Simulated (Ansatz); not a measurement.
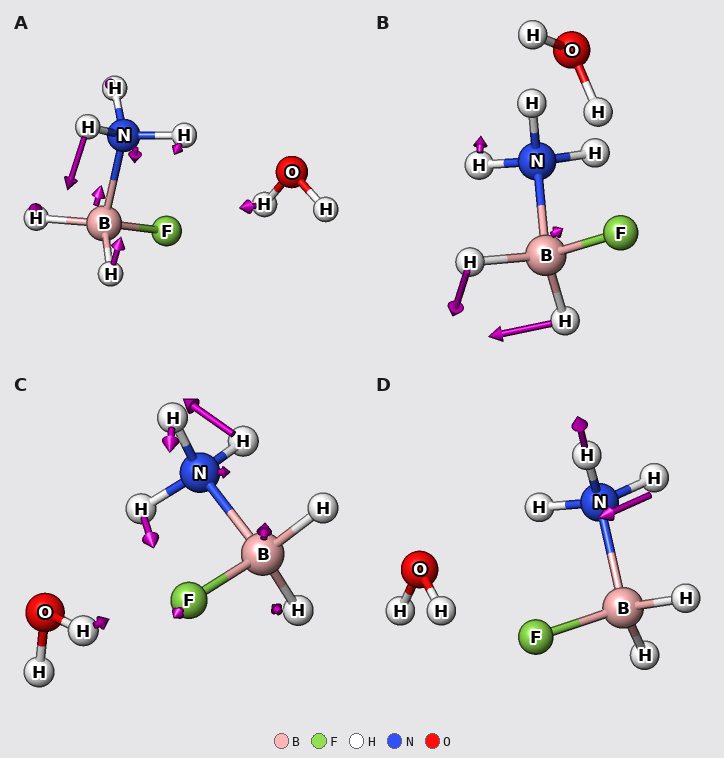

4 normal modes of one molecule or complex, as arrows. Harmonic vibrations computed with RKS PBE0-D4/def2-TZVP (Ansatz 0.2.0) at a stationary point of the same level.

> Match the panels to the wavenumbers 681 cm⁻¹, 852 cm⁻¹, 1238 cm⁻¹, 3604 cm⁻¹.

A: 681 cm⁻¹
B: 1238 cm⁻¹, H–B–H bending
C: 852 cm⁻¹
D: 3604 cm⁻¹, out-of-phase stretching of 2 N–H bonds
